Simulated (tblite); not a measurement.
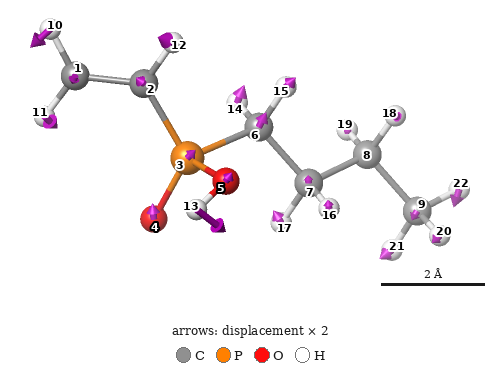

This is a relaxation of C6H13O2P. The starting structure is drawn; purple arrows show the displacements, 2 times their true length. The two geometries are superimposed by the best rigid fit.

A ball-and-stick model, seen at a tilt.

The calculation used tblite, GFN2-xTB geometry optimisation, gas phase. 

### Atoms of which element are displaced furthest, and by how much?

Hydrogen: up to 0.45 Å, against 0.17 Å for carbon.

### What did the optimiser do to the structure, and how much energy did it gain?

Over 79 geometry steps the energy falls by 5.93 kcal/mol. The atom that moves furthest after the best rigid fit is H13 (0.45 Å). By element the largest moves are H 0.45 Å, C 0.17 Å, O 0.16 Å, P 0.12 Å. Some distances before and after: C2–P3 1.747 → 1.818 Å, C1–C2 1.356 → 1.320 Å, P3–C6 1.814 → 1.836 Å, P3–O4 1.482 → 1.468 Å. Bond angles that change, for instance: C2–P3–O4 124.0° → 115.3°, P3–C6–C7 113.6° → 108.5°, C1–C2–H12 119.0° → 123.1°. Groups turn about P3–O5 by about 30°. The run took 0.71 s on 1 thread of Arm Neoverse V1, on a shared host.
